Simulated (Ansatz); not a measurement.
## Electronic structure of C2H2FGe (doublet) in real space

The calculation's input:

```
crystal:
  periodic: [false, false, false]
  atoms:
    - {symbol: C, position_ang: [-0.259200, 0.074500, -1.769000]}
    - {symbol: C, position_ang: [0.006200, 0.034600, -0.591400]}
    - {symbol: Ge, position_ang: [0.661100, -0.021100, 1.180400]}
    - {symbol: F, position_ang: [-0.021800, -1.442400, 1.919600]}
    - {symbol: H, position_ang: [-0.516900, 0.107000, -2.803300]}
    - {symbol: H, position_ang: [0.172500, 1.183400, 2.017600]}
basis:
  gaussian: {orbitals: def2-SVP}
magnetization: {spin_polarized: true, initial_magnetization: 1}
hamiltonian: {xc: hf}
accuracy: high
output: {forces: true, orbitals: {seedname: orbitals}}
```

Command:

```sh
ansatz run in.yaml --threads 1 --pin off --max-ram 2610MiB --events-out events.jsonl --progress --plain --runs-dir runs
```

Geometry: PBE0-D4/def2-TZVP; ⟨S²⟩ = 0.80, above the pure value of 0.75.

The calculation used Ansatz 0.2.0, isolated molecule in a Gaussian basis; Hartree-Fock.

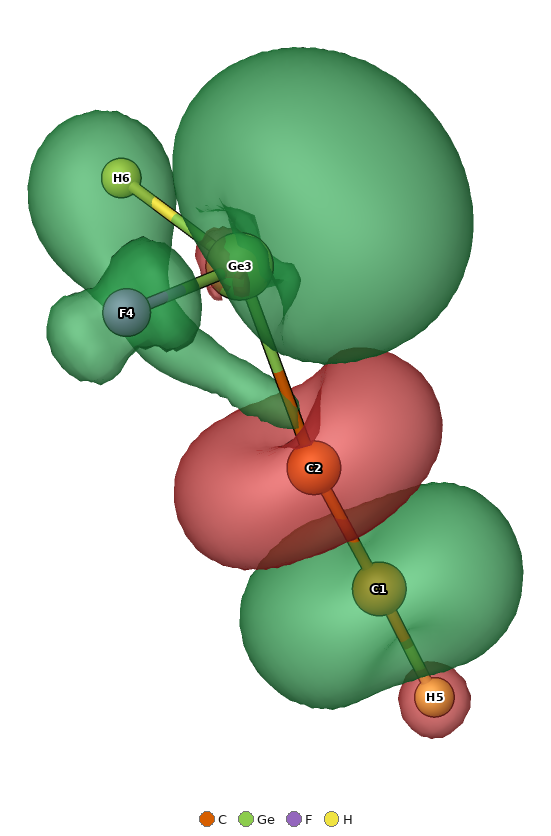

Figure 1. Isosurfaces of the spin density at +0.02 (green) and −0.02 e/Å³ (red), seen at an oblique angle.

> Describe the spin distribution.

The unpaired spin (1 electron) lies mostly on Ge3 (about 0.8), C1 (about 0.3) and H6 (about 0.1), in electrons by Hirshfeld's partition, with opposite, polarisation-induced spin on C2.

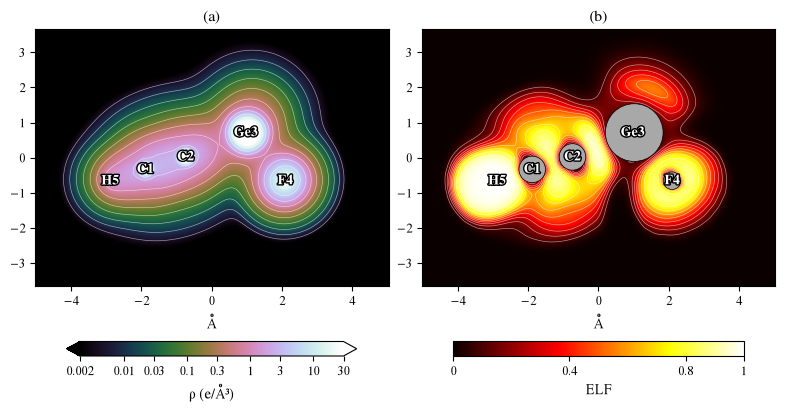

Figure 2. (a) electron density; (b) electron localisation function on the plane of atoms C2, Ge3 and F4. Grey discs cover the atomic cores in the ELF map.

> What does the map show?

Atoms in the plane: C, Ge, F and H.
C–C (1.21 Å): the density is about 2.7 e/Å³ at the midpoint; the ELF peaks at about 0.85 between the atoms (a short, multiple covalent bond).
Ge–F (1.74 Å): the density is about 0.89 e/Å³ at the midpoint; the ELF peaks at about 0.80 in the valence shell of F, 0.5 Å from its nucleus, and is about 0.25 at the midpoint.
C–Ge (1.89 Å): ρ is about 0.93 e/Å³ halfway; the ELF peaks at about 0.95 in the valence shell of C, 0.7 Å from its nucleus, and is about 0.65 at the midpoint.
C–H (1.07 Å): the density is about 2.1 e/Å³ at the midpoint; the ELF climbs to about 1 towards the hydrogen, as it does in any bond to H; a covalent bond by its length.
The ELF also peaks beside F4, away from the bonds: non-bonding electrons, paired or unpaired.

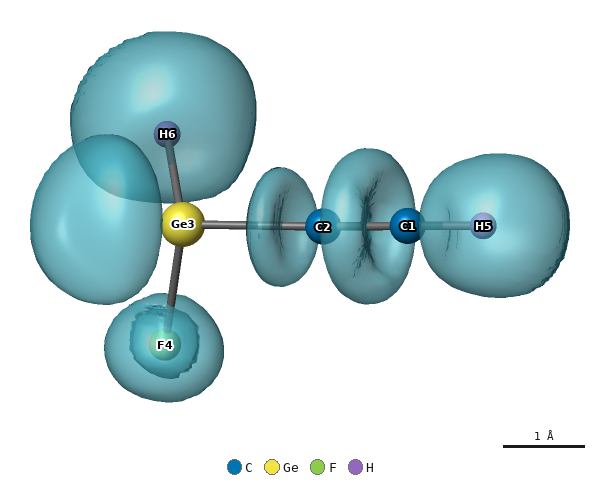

Figure 3. Isosurface of the electron localisation function at 0.8 (cyan), seen at a tilt. Core shells and regions of very low density are left out.

> Identify the bonds, lone pairs and shells in this picture.

At this value the surface marks out one region between bonded C–C atoms (shared pairs), two regions around hydrogen nuclei, one lobe of the valence shell of C pointing towards Ge (polar bonds), one lobe on Ge, pointing away from the bonds (non-bonding electrons) and one region wrapped around F (its valence shell).

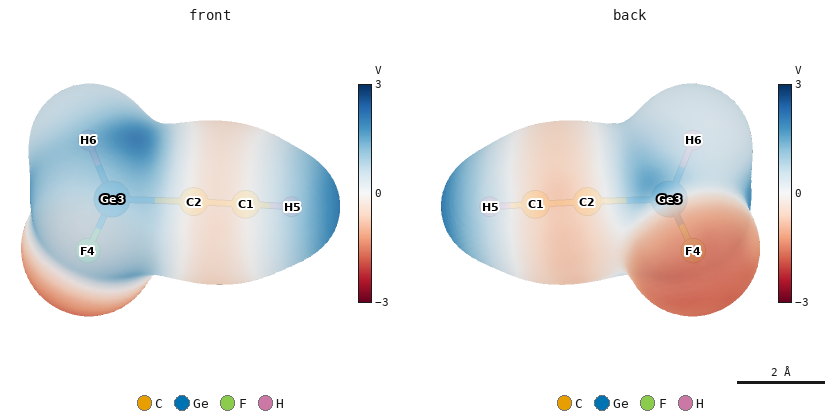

Figure 4. The molecular electrostatic potential painted on the density surface at 0.002 e/bohr³, seen from the front and from behind; red is negative and blue positive.

> Which sites attract a positive test charge, and which a negative one?

A positive charge is drawn to the negative regions and a negative charge to the positive ones. The most negative region (about −1.7 V, or −39 kcal/mol for a unit charge) lies over F4, the most positive (about +2.0 V, or +46 kcal/mol for a unit charge) over Ge3 and H5.

> What dipole moment does the calculation give?

Its dipole moment is 2.74 D.
